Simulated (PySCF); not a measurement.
# A series of small molecules: trihydrides MH3 of group 15

Gas-phase molecules at GFN2-xTB geometries (not checked as minima at the level of the calculation), wB97X/def2-TZVP with PySCF. The ionisation energy is E(cation) − E(neutral) at fixed geometry, without spin-orbit coupling. LUMO energies depend on the basis. GFN2-xTB bonds to atoms past the second row can be off by 0.02 to 0.07 Å and angles by up to several degrees, which can move orbital and ionisation energies by up to 0.5 eV and charges by 0.01 to 0.02 e, so small steps and misses may come from the geometries. Volumes are summed on a coarse grid and good to about 2 %. Core potentials replace the inner electrons of Bi and Sb. Electronegativities are Pauling's, radii Cordero's.

```json
{"molecule": "NH3", "electronegativity of M": "3.04", "covalent radius of M (Å)": "0.71", "Hirshfeld charge of the central atom (e)": "−0.330", "HOMO energy (eV)": "−10.13", "vertical ionisation energy (eV)": "10.78", "HOMO–LUMO gap (eV)": "13.31", "volume inside the 0.001 a.u. surface (Å³)": "35"}
{"molecule": "PH3", "electronegativity of M": "2.19", "covalent radius of M (Å)": "1.07", "Hirshfeld charge of the central atom (e)": "0.039", "HOMO energy (eV)": "−10.29", "vertical ionisation energy (eV)": "10.60", "HOMO–LUMO gap (eV)": "13.32", "volume inside the 0.001 a.u. surface (Å³)": "55"}
{"molecule": "AsH3", "electronegativity of M": "2.18", "covalent radius of M (Å)": "1.19", "Hirshfeld charge of the central atom (e)": "0.099", "HOMO energy (eV)": "−10.27", "vertical ionisation energy (eV)": "10.69", "HOMO–LUMO gap (eV)": "13.10", "volume inside the 0.001 a.u. surface (Å³)": "61"}
{"molecule": "SbH3", "electronegativity of M": "2.05", "covalent radius of M (Å)": "1.39", "Hirshfeld charge of the central atom (e)": "?", "HOMO energy (eV)": "?", "vertical ionisation energy (eV)": "?", "HOMO–LUMO gap (eV)": "?", "volume inside the 0.001 a.u. surface (Å³)": "?"}
{"molecule": "BiH3", "electronegativity of M": "2.02", "covalent radius of M (Å)": "1.48", "Hirshfeld charge of the central atom (e)": "0.277", "HOMO energy (eV)": "−9.93", "vertical ionisation energy (eV)": "10.20", "HOMO–LUMO gap (eV)": "11.68", "volume inside the 0.001 a.u. surface (Å³)": "77"}
```

The results for SbH3 are withheld.

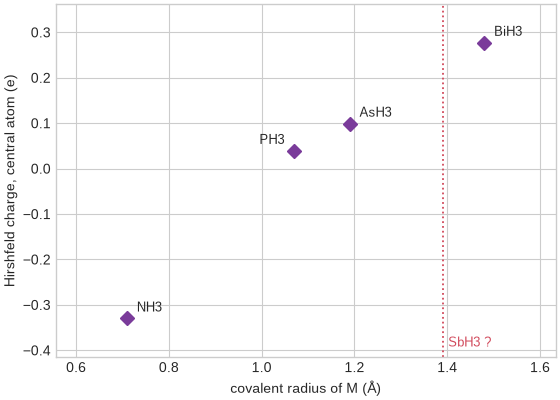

Q: What does the trend of the Hirshfeld charge of the central atom with the covalent radius of M predict for SbH3?

A: A least-squares line through the four given members is y = −0.857 + 0.789 x, with R² = 0.97 and a scatter of 0.051 e; PH3 lies farthest from it (+0.051 e). At x = 1.39 it gives 0.240 e. For a new member the 90 % prediction interval is ±0.183 e. The misses run in a curve, so a straight line is a rough model here.

Q: What did the calculation give?

A: The calculation gives 0.227 e, 0.013 e below the estimate (0.3 times the scatter, 2 % of the range of the series): inside the prediction interval. Its other results: HOMO energy −9.82 eV, vertical ionisation energy 10.13 eV, HOMO–LUMO gap 11.62 eV and volume inside the 0.001 a.u. surface 72 Å³.

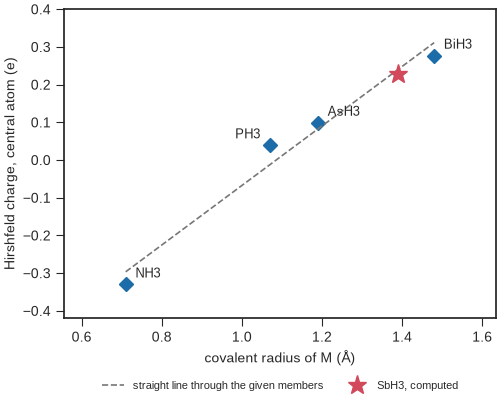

Over the series −ε(HOMO) lies 0.27 to 0.66 eV below the ionisation energy from total-energy differences. The pairing was chosen among those with R² above 0.80; series and pairings with weaker trends are left out of this set.

The single runs took from 2.2 s to 27 s, on 1 thread of shared hosts (Arm Neoverse V1, Intel(R) Xeon(R) 6975P-C (Granite Rapids) and Intel(R) Xeon(R) Platinum 8259CL CPU @ 2.50GHz (Skylake/Cascade Lake)).
